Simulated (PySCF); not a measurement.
## Electronic structure of C4H8GaNO2 (SMILES C[NH][Ga]1[CH2]OC=C[O]1) in real space

```yaml
atoms:
  - { symbol: C, position_ang: [-2.7220, 1.2852, 0.5954] }
  - { symbol: N, position_ang: [-2.2214, 0.0186, 0.0613] }
  - { symbol: Ga, position_ang: [-0.4464, -0.5063, 0.3412] }
  - { symbol: C, position_ang: [1.0794, -1.8860, -0.1485] }
  - { symbol: O, position_ang: [2.0451, -1.1278, -0.8137] }
  - { symbol: C, position_ang: [2.6416, -0.1203, -0.0735] }
  - { symbol: C, position_ang: [1.9753, 0.8048, 0.6163] }
  - { symbol: O, position_ang: [0.6374, 0.9265, 0.6640] }
  - { symbol: H, position_ang: [-1.8996, 2.0023, 0.6107] }
  - { symbol: H, position_ang: [-3.5082, 1.6702, -0.0606] }
  - { symbol: H, position_ang: [-3.1288, 1.1954, 1.6085] }
  - { symbol: H, position_ang: [-2.9290, -0.7050, 0.1482] }
  - { symbol: H, position_ang: [0.7616, -2.6738, -0.8323] }
  - { symbol: H, position_ang: [1.4682, -2.3190, 0.7822] }
  - { symbol: H, position_ang: [3.7172, -0.1051, -0.1664] }
  - { symbol: H, position_ang: [2.5219, 1.5491, 1.1906] }
```

Geometry: GFN2-xTB.

These are results of PySCF 2.14.0, CAM-B3LYP/def2-SVPD, SCF density, gas phase, not measurements.

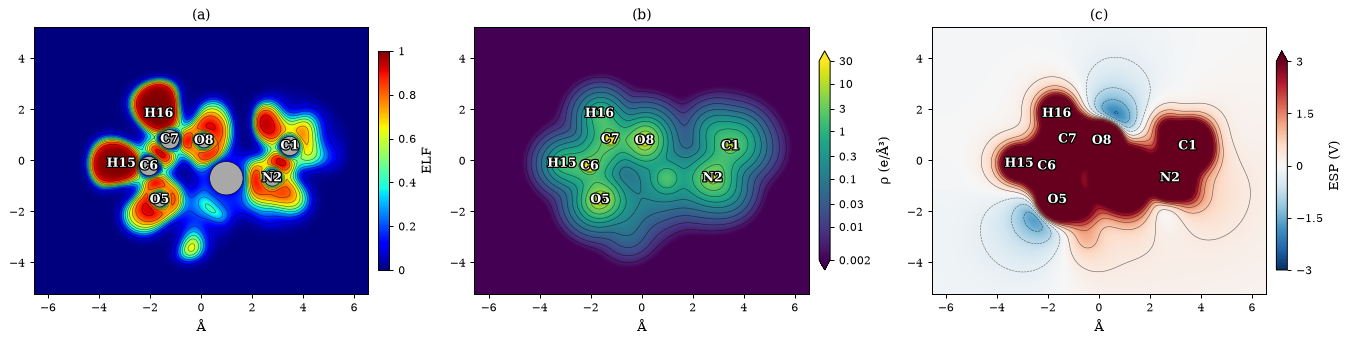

Figure 1. (a) electron localisation function; (b) electron density; (c) electrostatic potential on the plane of atoms O8, C7 and H16. Grey discs cover the atomic cores in the ELF map.

### What do the fields say about this system?

- The plane passes through C, N, O and H nuclei.
- C–C (1.33 Å): the density is about 2.3 e/Å³ at the midpoint; the ELF peaks at about 0.95 between the atoms; a short, multiple covalent bond.
- C–O (1.34 Å): ρ is about 2.4 e/Å³ halfway, with its minimum of 2 e/Å³ about 0.5 Å from C; the ELF peaks at about 0.90 between the atoms; a shared but strongly polarised pair.
- C–N (1.46 Å): ρ is about 1.9 e/Å³ halfway; the ELF peaks at about 0.95 between the atoms: a shared electron pair.
- The ELF also peaks beside O5 and O8, away from the bonds: lone-pair regions.
- Outside the dense part of the molecule the potential is most negative (−1.9 V) near O8.

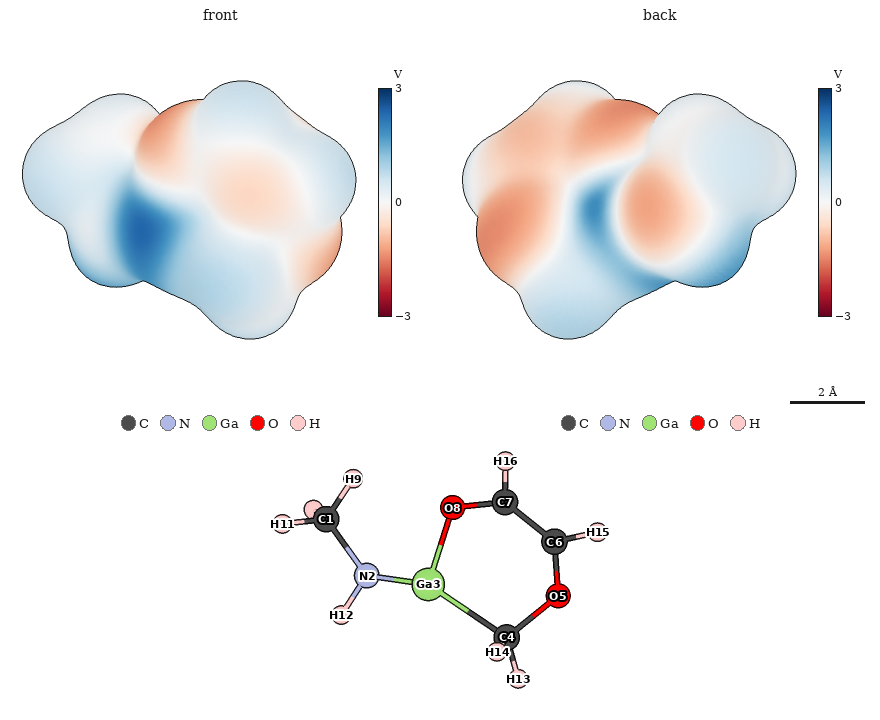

Figure 2. The molecular electrostatic potential painted on the density surface at 0.002 e/bohr³, seen from the front and from behind; the colour scale runs from red (negative) to blue (positive). The bare structure is drawn below in the same view.

### Describe the electrostatic potential map.

The most negative region (about −1.4 V) lies over O5 and O8, the most positive (about +2.3 V) over Ga3.
